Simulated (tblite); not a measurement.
Run report: CH$_{8}$AsSSi$_{2}$, geometry relaxation (part 2 of 2)

CH$_{8}$AsSSi$_{2}$, multiplicity 2; GFN2-xTB geometry optimisation, gas phase (tblite 0.8.0). It belongs to a series of runs on one base structure; here: H removed from Si.

Geometry of the input (Å):
```
C  2.5214  -0.2915  -0.0693
S  0.9891  -0.5012  -1.0314
Si -0.6819  -0.0122  0.2261
Si -2.3342  -1.4989  -0.0524
As -1.5772  2.0528  -0.2256
H  3.0905  -1.2338  0.0359
H  2.2746  0.1046  0.9471
H  3.1715  0.4342  -0.5951
H  -0.2202  -0.0875  1.6108
H  -2.1636  -2.2247  -1.3190
H  -2.3314  -2.4418  1.0952
H  -1.5592  3.0476  0.9500
H  -1.1837  2.6529  -1.5900
```

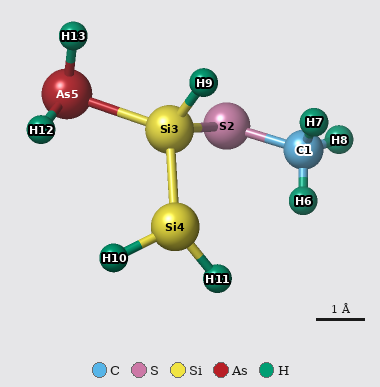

**Figure 1.** The geometry at step 168 of the log (ball-and-stick view, seen at a tilt; atoms are numbered from 1 in the order of the input).

Trajectory as extended XYZ, continued:
```
13
Properties=species:S:1:pos:R:3:forces:R:3 step=67 energy=-414.69373
C     2.3410   -0.2694   -0.0393    0.0050  -0.0420  -0.0110
S     0.9613   -0.0783   -1.2015   -0.0210   0.0380  -0.0140
Si   -0.7969    0.1539    0.0978    0.0470   0.0480   0.0480
Si   -2.1687   -1.6899    0.0232    0.0080  -0.1030  -0.0130
As   -1.8660    2.2109   -0.3546   -0.0030  -0.0010   0.0010
H     2.6026   -1.3203    0.0302    0.0040  -0.0610  -0.0090
H     2.0679    0.1100    0.9382   -0.0020   0.0470   0.0370
H     3.1770    0.2942   -0.4409    0.0140   0.0060  -0.0040
H    -0.1586    0.2157    1.4277    0.0250  -0.0080   0.0000
H    -2.1803   -2.4903   -1.2071   -0.0270   0.0210   0.0200
H    -2.0435   -2.6725    1.1123   -0.0020   0.0380  -0.0400
H    -1.1749    2.8245    0.8325   -0.0490   0.0420  -0.0150
H    -0.7654    2.7120   -1.2363    0.0010  -0.0240   0.0000
13
Properties=species:S:1:pos:R:3:forces:R:3 step=84 energy=-414.76969
C     2.2903   -0.4875   -0.0068    0.1580  -0.1020  -0.0200
S     1.1929    0.3939   -1.1598    0.0430  -0.0930   0.2460
Si   -0.6644    0.3544    0.0176    0.1530   0.0450   0.2070
Si   -1.8255   -1.6252    0.0832   -0.1180  -0.0280  -0.1190
As   -2.0816    2.1578   -0.5074    0.0430  -0.0100  -0.0320
H     1.9794   -1.5276    0.0900   -0.0260   0.0800  -0.1050
H     2.2901   -0.0259    0.9818   -0.0520   0.0720  -0.2120
H     3.2945   -0.4441   -0.4342   -0.2100   0.0120   0.0690
H    -0.0654    0.4623    1.3756   -0.1070   0.0650  -0.0930
H    -2.2142   -2.3684   -1.1243    0.0280   0.0760   0.0360
H    -1.4438   -2.6649    1.0365    0.0850  -0.1020   0.0640
H    -1.7569    2.8283    0.8008   -0.0190  -0.0380  -0.0350
H    -0.9999    2.9474   -1.1708    0.0210   0.0230  -0.0050
13
Properties=species:S:1:pos:R:3:forces:R:3 step=100 energy=-414.84522
C     2.2416   -0.6646   -0.0309   -0.0670  -0.0500  -0.0220
S     1.3424    0.7119   -0.7908   -0.0190  -0.0410  -0.0290
Si   -0.5864    0.5240    0.2146   -0.0620   0.0530  -0.0650
Si   -1.5787   -1.5534    0.2050    0.0300   0.0480  -0.0760
As   -2.0747    2.0306   -0.7847    0.0270  -0.0020  -0.0490
H     1.5647   -1.5028    0.0956    0.0060  -0.0770   0.0060
H     2.6457   -0.3600    0.9271    0.0020   0.0560   0.0860
H     3.0496   -0.9396   -0.6989    0.0380   0.0250  -0.0490
H    -0.2475    0.8221    1.6197    0.0300   0.0170   0.0200
H    -2.2012   -2.0873   -1.0185    0.0360   0.0540   0.0740
H    -0.8369   -2.6826    0.7690    0.0320  -0.1220   0.0220
H    -2.2973    2.6481    0.5618   -0.0660   0.0660   0.0290
H    -1.0258    3.0541   -1.0866    0.0120  -0.0280   0.0540
13
Properties=species:S:1:pos:R:3:forces:R:3 step=117 energy=-414.87616
C     2.2063   -0.6829   -0.0328   -0.0490   0.1080   0.0280
S     1.2654    0.5629   -0.9484   -0.0500   0.0280  -0.0120
Si   -0.6075    0.5221    0.1797    0.0240   0.0140   0.0200
Si   -1.5336   -1.5875    0.2745    0.0010   0.0650  -0.0510
As   -2.0390    2.0954   -0.8202    0.0190  -0.0380   0.0410
H     1.6112   -1.5841    0.0585    0.0130  -0.1000  -0.0100
H     2.4548   -0.2930    0.9503    0.0210  -0.0250   0.0000
H     3.1094   -0.8758   -0.6010    0.0240  -0.0250   0.0160
H    -0.1636    0.8884    1.5433    0.0120  -0.0060  -0.0360
H    -2.1999   -2.0509   -0.9505   -0.0310  -0.0050   0.0250
H    -0.7748   -2.7603    0.7344    0.0150   0.0370   0.0030
H    -2.3803    2.6516    0.5387   -0.0190  -0.0560  -0.0260
H    -0.9528    3.1145   -0.9443    0.0210   0.0030   0.0000
13
Properties=species:S:1:pos:R:3:forces:R:3 step=134 energy=-414.91576
C     2.1824   -0.7738   -0.0175    0.1500  -0.0960   0.0010
S     1.3948    0.4512   -1.0765   -0.0900   0.0770  -0.0770
Si   -0.4524    0.6347    0.0610    0.0400  -0.0150  -0.0520
Si   -1.3926   -1.4422    0.4045   -0.0700  -0.1110  -0.0740
As   -1.8692    2.1392   -1.0356   -0.0150   0.2400   0.3450
H     1.6226   -1.7061   -0.0612    0.0770   0.0600   0.0210
H     2.2297   -0.4048    1.0047    0.0170  -0.0380  -0.0570
H     3.1855   -0.9259   -0.4099   -0.0440  -0.0110   0.0770
H     0.0975    1.1219    1.3468   -0.0750   0.0030   0.0360
H    -2.4830   -1.8664   -0.4961    0.0370   0.1020   0.0840
H    -0.5540   -2.6548    0.4809   -0.0270   0.0810   0.0210
H    -2.7613    2.0615    0.2016    0.0980   0.0080  -0.2190
H    -1.2044    3.3659   -0.4206   -0.0990  -0.2990  -0.1060
13
Properties=species:S:1:pos:R:3:forces:R:3 step=151 energy=-414.95954
C     2.2893   -0.7764   -0.0291   -0.0030  -0.0030   0.0230
S     1.4622    0.3979   -1.1269   -0.0220  -0.0010  -0.0140
Si   -0.3939    0.6345   -0.0142   -0.0150   0.0130   0.0040
Si   -1.4134   -1.3703    0.4503   -0.0140  -0.0080   0.0340
As   -1.7337    2.2349   -1.0820    0.0140  -0.0080   0.0540
H     1.8341   -1.7571   -0.1365   -0.0030   0.0110   0.0030
H     2.2138   -0.4369    0.9996    0.0050   0.0090  -0.0040
H     3.3314   -0.8183   -0.3295   -0.0020   0.0010  -0.0130
H     0.1269    1.1567    1.2731    0.0180  -0.0140   0.0170
H    -2.7347   -1.6162   -0.1390   -0.0140   0.0150  -0.0060
H    -0.7064   -2.6521    0.3453    0.0160  -0.0200  -0.0280
H    -2.8834    1.7679   -0.2164    0.0610   0.0050  -0.0320
H    -1.3967    3.2360   -0.0125   -0.0410  -0.0010  -0.0380
13
Properties=species:S:1:pos:R:3:forces:R:3 step=168 energy=-414.96942
C     2.3381   -0.7699   -0.0340    0.0180  -0.0160   0.0310
S     1.4624    0.4013   -1.0973   -0.0060  -0.0280   0.0010
Si   -0.3738    0.6331    0.0436   -0.0190  -0.0210  -0.0200
Si   -1.4118   -1.3728    0.4892    0.0250   0.0070  -0.0010
As   -1.6527    2.2382   -1.0907   -0.0130  -0.0010   0.0210
H     1.8900   -1.7566   -0.1270   -0.0020   0.0550   0.0140
H     2.3004   -0.4312    0.9977   -0.0090  -0.0060  -0.0260
H     3.3689   -0.7995   -0.3754   -0.0250  -0.0070   0.0040
H     0.1463    1.1437    1.3355    0.0160   0.0030  -0.0050
H    -2.8219   -1.4714    0.0890    0.0050   0.0020   0.0000
H    -0.8170   -2.6666    0.1233   -0.0020   0.0280  -0.0150
H    -2.8825    1.6581   -0.4361    0.0110   0.0080  -0.0050
H    -1.5508    3.1940    0.0643    0.0010  -0.0240   0.0010
13
Properties=species:S:1:pos:R:3:forces:R:3 step=184 energy=-414.97944
C     2.3343   -0.7644   -0.0057    0.0230   0.0010   0.0080
S     1.4618    0.3355   -1.1443    0.0030  -0.0040  -0.0030
Si   -0.3470    0.6369    0.0179   -0.0070   0.0010  -0.0020
Si   -1.3325   -1.3880    0.4872   -0.0480   0.0070  -0.0260
As   -1.6459    2.2588   -1.0742    0.0130   0.0090   0.0160
H     1.8410   -1.7324    0.0133    0.0040   0.0120   0.0090
H     2.3493   -0.3283    0.9891   -0.0010   0.0010  -0.0170
H     3.3488   -0.8714   -0.3781   -0.0200  -0.0030   0.0000
H     0.2132    1.1711    1.2827    0.0010   0.0000   0.0060
H    -2.8025   -1.4080    0.4096    0.0440  -0.0040   0.0090
H    -0.8913   -2.5883   -0.2373   -0.0060  -0.0110   0.0100
H    -2.8777    1.5709   -0.5435   -0.0060  -0.0030  -0.0060
H    -1.6558    3.1082    0.1655   -0.0010  -0.0050  -0.0040
13
Properties=species:S:1:pos:R:3:forces:R:3 step=201 energy=-414.98400
C     2.4096   -0.7106    0.0041   -0.0090   0.0120   0.0000
S     1.4465    0.2305   -1.2002   -0.0200   0.0120  -0.0380
Si   -0.3373    0.5810   -0.0120    0.0160   0.0130   0.0740
Si   -1.4165   -1.3927    0.4667   -0.0460  -0.0250  -0.0210
As   -1.5524    2.3378   -0.9914   -0.0020   0.0080  -0.0110
H     1.9629   -1.6924    0.1380    0.0250   0.0150   0.0020
H     2.4351   -0.1741    0.9482    0.0080  -0.0160  -0.0030
H     3.4140   -0.8023   -0.3984   -0.0260  -0.0330   0.0160
H     0.2769    1.0654    1.2518   -0.0150   0.0030  -0.0300
H    -2.8846   -1.2990    0.5577    0.0700  -0.0130  -0.0120
H    -1.1467   -2.5963   -0.3359   -0.0090   0.0330   0.0250
H    -2.8221    1.5419   -0.8240    0.0250   0.0070  -0.0030
H    -1.7898    2.9113    0.3778   -0.0170  -0.0150   0.0000
13
Properties=species:S:1:pos:R:3:forces:R:3 step=218 energy=-414.99429
C     2.3977   -0.7047    0.0136   -0.0020   0.0080  -0.0030
S     1.4146    0.1963   -1.2065    0.0010  -0.0010   0.0020
Si   -0.3265    0.6076    0.0305   -0.0060  -0.0130  -0.0030
Si   -1.4468   -1.3570    0.4577    0.0190   0.0090   0.0070
As   -1.5031    2.4232   -0.8786   -0.0100   0.0040   0.0190
H     1.8403   -1.5654    0.3714   -0.0010  -0.0080  -0.0080
H     2.6439   -0.0437    0.8396   -0.0110  -0.0090   0.0060
H     3.3060   -1.0280   -0.4841    0.0040  -0.0030  -0.0050
H     0.3266    1.0624    1.2815    0.0010   0.0110   0.0010
H    -2.9086   -1.2976    0.3226   -0.0040  -0.0010   0.0070
H    -1.0412   -2.5933   -0.2258    0.0000   0.0050   0.0010
H    -2.7242    1.5590   -1.0521    0.0220   0.0140  -0.0060
H    -1.9831    2.7416    0.5125   -0.0140  -0.0160  -0.0180
13
Properties=species:S:1:pos:R:3:forces:R:3 step=234 energy=-415.00347
C     2.4488   -0.6665    0.0036    0.0200  -0.0030   0.0090
S     1.3753    0.1351   -1.2104    0.0130  -0.0070  -0.0080
Si   -0.3172    0.5765    0.0844    0.0130   0.0230   0.0200
Si   -1.4861   -1.3666    0.4706   -0.0240   0.0010  -0.0020
As   -1.4340    2.4844   -0.7067   -0.1580  -0.0880   0.0510
H     1.9229   -1.4940    0.4723    0.0110   0.0100  -0.0260
H     2.7504    0.0627    0.7502   -0.0100  -0.0200   0.0180
H     3.3237   -1.0304   -0.5279   -0.0490   0.0110  -0.0010
H     0.3807    0.9951    1.3263   -0.0150  -0.0110  -0.0170
H    -2.9469   -1.2196    0.5758    0.0430   0.0030   0.0070
H    -1.2719   -2.5214   -0.4135    0.0050   0.0040   0.0110
H    -2.4744    1.6315   -1.3932    0.0880   0.0680   0.0240
H    -2.2757    2.4137    0.5509    0.0650   0.0090  -0.0860
13
Properties=species:S:1:pos:R:3:forces:R:3 step=251 energy=-415.01233
C     2.4152   -0.6949   -0.0359   -0.0090  -0.0100   0.0200
S     1.3773    0.2689   -1.1583   -0.0310  -0.0090  -0.0050
Si   -0.3100    0.6271    0.1693    0.0250  -0.0250  -0.0340
Si   -1.4287   -1.3489    0.5452    0.0010   0.0230  -0.0070
As   -1.4526    2.5298   -0.5929    0.0480   0.0210  -0.0040
H     1.8669   -1.5623    0.3218   -0.0010  -0.0010  -0.0280
H     2.7176   -0.0726    0.8017    0.0090  -0.0050  -0.0120
H     3.2861   -1.0101   -0.6024   -0.0050   0.0110   0.0240
H     0.3952    1.0236    1.4113   -0.0150   0.0190   0.0310
H    -2.8752   -1.2154    0.7704    0.0140   0.0020   0.0040
H    -1.2797   -2.4734   -0.3886    0.0100  -0.0010  -0.0040
H    -2.1739    1.7440   -1.6450   -0.0210  -0.0180  -0.0040
H    -2.5424    2.1845    0.3856   -0.0250  -0.0080   0.0180
13
Properties=species:S:1:pos:R:3:forces:R:3 step=268 energy=-415.01757
C     2.3742   -0.7432   -0.0410   -0.0010   0.0020  -0.0090
S     1.4155    0.3036   -1.1601    0.0040  -0.0020   0.0040
Si   -0.2898    0.6750    0.1347    0.0040   0.0000   0.0010
Si   -1.3706   -1.3074    0.5683   -0.0050  -0.0040   0.0010
As   -1.4744    2.5230   -0.6902   -0.0010   0.0010  -0.0030
H     1.8249   -1.6580    0.1636   -0.0010   0.0000   0.0040
H     2.5709   -0.2058    0.8820   -0.0010  -0.0040  -0.0030
H     3.3083   -0.9744   -0.5432    0.0000   0.0030   0.0030
H     0.3828    1.1316    1.3765    0.0010   0.0020   0.0020
H    -2.8277   -1.2151    0.7303    0.0020  -0.0020   0.0000
H    -1.1417   -2.4731   -0.2976   -0.0010   0.0030   0.0010
H    -2.3201    1.6499   -1.5709   -0.0010   0.0020   0.0020
H    -2.4567    2.2945    0.4297    0.0000  -0.0010  -0.0020
```

Results in brief:

| quantity | value |
| --- | --- |
| outcome | converged |
| total energy | −415.0176 eV |
| hardware | 1 CPU thread, shared host |
| wall time | 2.1 s |
| peak memory | 0.18 GiB |
